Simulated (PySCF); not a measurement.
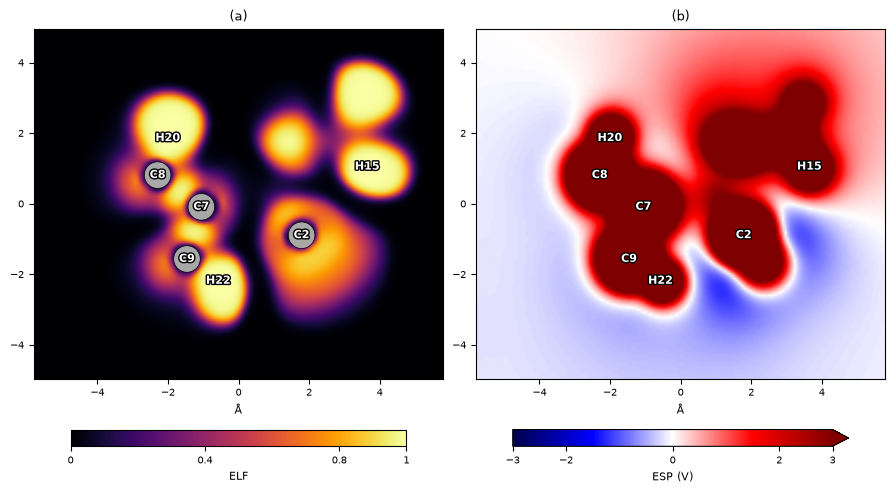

Figure. C6H14BNO. (a) electron localisation function; (b) molecular electrostatic potential on the plane of atoms C7, C8 and H20. Grey discs cover the atomic cores in the ELF map.

Geometry: GFN2-xTB.

Theory: PBE0/pcSseg-1, SCF density, gas phase, non-relativistic (PySCF).

```csv
atom,x (Å),y (Å),z (Å)
C,-1.5718,2.3190,-0.0710
C,-1.1755,1.2789,0.3824
B,-0.6383,-0.0621,0.9585
N,-1.5162,-1.2570,-0.0515
C,-2.9635,-1.2490,0.0980
O,0.7181,-0.4058,0.7625
C,1.4933,0.1781,-0.2533
C,2.5674,-0.8263,-0.6787
C,2.1372,1.4774,0.2399
H,-1.9221,3.2359,-0.4520
H,-1.0030,-0.3430,2.0528
H,-1.1079,-2.1464,0.2183
H,-1.2435,-1.0480,-1.0071
H,-3.4554,-1.9755,-0.5540
H,-3.3294,-0.2497,-0.1322
H,-3.2125,-1.4710,1.1334
H,0.8629,0.4207,-1.1280
H,3.1882,-0.4062,-1.4659
H,3.1929,-1.0697,0.1764
H,2.1093,-1.7444,-1.0411
H,2.7859,1.2652,1.0858
H,1.3593,2.1647,0.5624
H,2.7199,1.9409,-0.5526
```

> Interpret the plot.

The section cuts through C and H sites.
Outside the dense part of the molecule the potential is most negative (−1.2 V) near C1, which lies off the plane.
